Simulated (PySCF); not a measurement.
# F2Mn, sextet: electronic structure

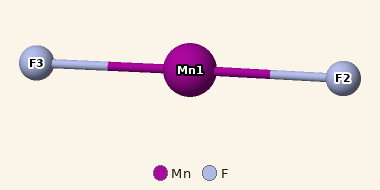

The molecule, with its atoms numbered as below. No frequency check shows the geometry to be a minimum.

Geometry (Å), atoms numbered from 1:

```
Mn1      0.0000    0.0032    0.0000
F2       1.7059   -0.0045    0.0000
F3      -1.7059   -0.0045    0.0000
```

### 1. Bonding charge

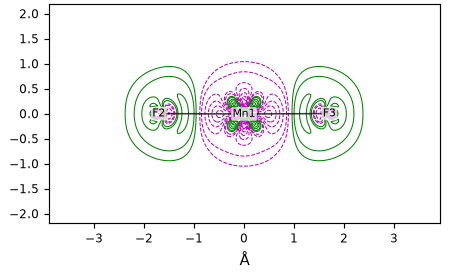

Deformation density (molecule less spherical, spin-averaged free atoms) in the molecular plane; contours at ±0.05 to ±0.8 e/Å³; solid green lines: gain, dashed magenta lines: loss.

Method: TPSS/def2-SVPD; geometry: GFN2-xTB; program: PySCF. This is a single-reference result, which may miss multireference character in this system. The stability of the open-shell solution wasn't checked. GFN2-xTB doesn't know the spin state, so this open-shell geometry is rough.

**How much density has each bond in this plane gained at its critical point, relative to the free atoms?**

Mn1–F2 and Mn1–F3: −0.08 e/Å³ at the bond critical point (bond length 1.71 Å); up to 0.6 Å beside the axis the gain reaches +0.20 e/Å³. In all, 0.9 electrons gather in the regions of gain relative to the promolecule. A small or negative value marks a very polar bond, one between electron-rich atoms, whose free-atom densities already overlap strongly, a long bond to a heavier atom, or a closed-shell contact such as a hydrogen bond.

**Where do the Hirshfeld charges lie?**

The highest Hirshfeld charge is on Mn1 (+0.77 e), the lowest on F2 and F3 (−0.38 e).

### 2. Electrostatic potential

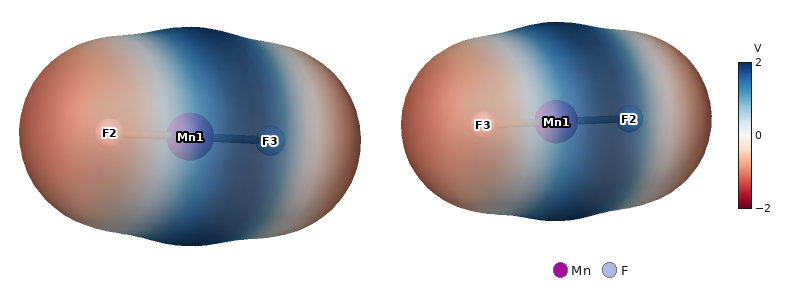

Electrostatic potential on the surface of electron density 0.001 a.u. (back view left, front view right).

**Where are the extremes of the potential on the surface?**

Highest: 1.94 V, 2.0 Å from Mn1, and at like points elsewhere. Lowest: −1.12 V, 1.6 Å from F3, and at like points elsewhere. The surface is sampled at points, so like sites can differ by a few per cent and only the strongest of them is named.

**What volume does the surface enclose, and what is the dipole moment?**

About 58 Å³; the dipole moment is 0.0 D.

### 3. Spin density

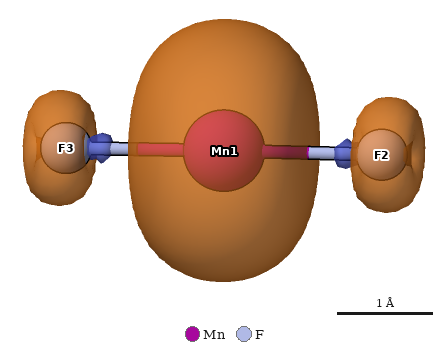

Spin density ρα − ρβ at ±0.05 e/Å³ (orange: excess α, blue: excess β).

**Where is the unpaired spin?**

Hirshfeld spin populations: Mn1 +4.65 and F2 and F3 +0.17. ⟨S²⟩ = 8.76, against 8.75 for a pure state.

### 4. In an electric field

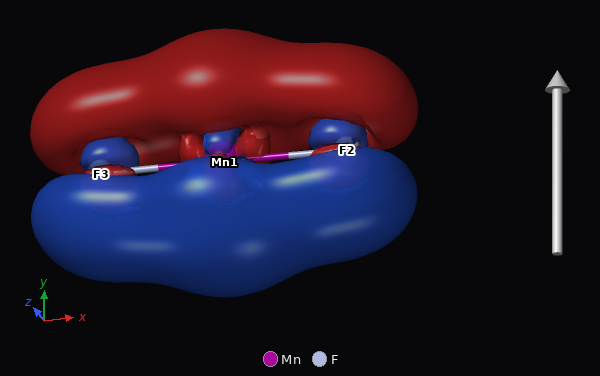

Change of the electron density in a uniform field of 0.41 V/Å along +y (arrow), surfaces at ±0.0015 e/Å³ (blue: gain, red: loss).

Computed with PySCF, ωB97X/def2-SVPD, geometry: GFN2-xTB. This is a single-reference result, which may miss multireference character in this system. The stability of the open-shell solution wasn't checked. GFN2-xTB doesn't know the spin state, so this open-shell geometry is rough.

**What dipole is induced, and what polarisability does it imply?**

The induced dipole is 0.44 D (along the field); α along this axis, from the fields in both directions, is 21 bohr³ (3.2 Å³).

**Which atoms gain and lose the most charge?**

Hardly any: no atom's Hirshfeld charge changes by as much as 0.002 e. The density shifts from one side of each atom to the other; 0.052 electrons are displaced in all.

The PySCF runs shown took 18 s and 27 s on 1 thread of Intel(R) Xeon(R) Platinum 8259CL CPU @ 2.50GHz (Skylake/Cascade Lake) (shared host).
